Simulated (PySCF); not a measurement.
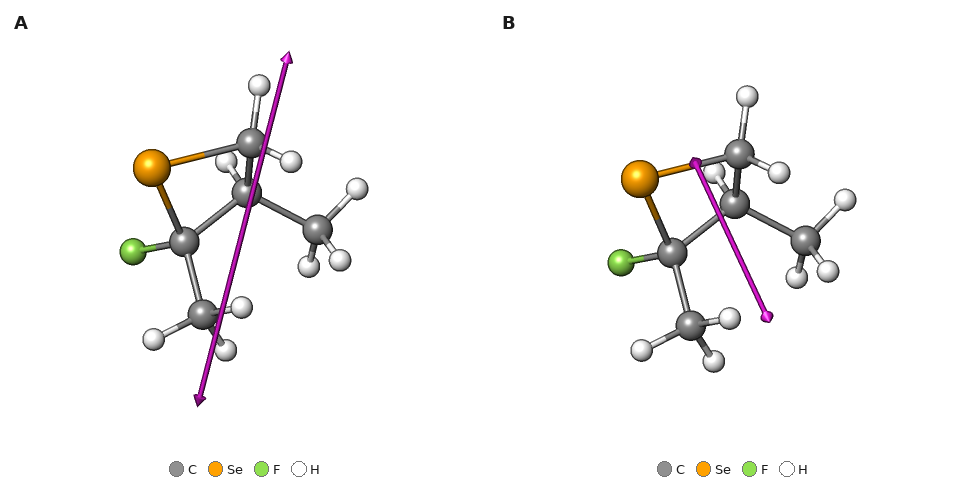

The double arrows show the directions of two transition dipoles from the ground state (lengths mean nothing). The geometry was computed by an optimisation with GFN2-xTB. No frequency run is at hand to confirm it as a minimum. Properties computed with TDDFT PBE0/def2-SVPD, vertical, gas phase, core orbitals frozen in the response (PySCF 2.14.0).

**One belongs to singlet state 2 and one to singlet state 4. Which is which?**

A: state 4, 6.04 eV (205 nm), oscillator strength 0.056, mainly HOMO−1 → LUMO (weight 0.92).
B: state 2, 5.67 eV (219 nm), oscillator strength 0.018, mainly HOMO → LUMO+1 (weight 0.51).

The geometry is semi-empirical. Around Se such bond lengths and angles can be off by a tenth of an ångström or more and by several degrees, and values that hang on the shape move with them.
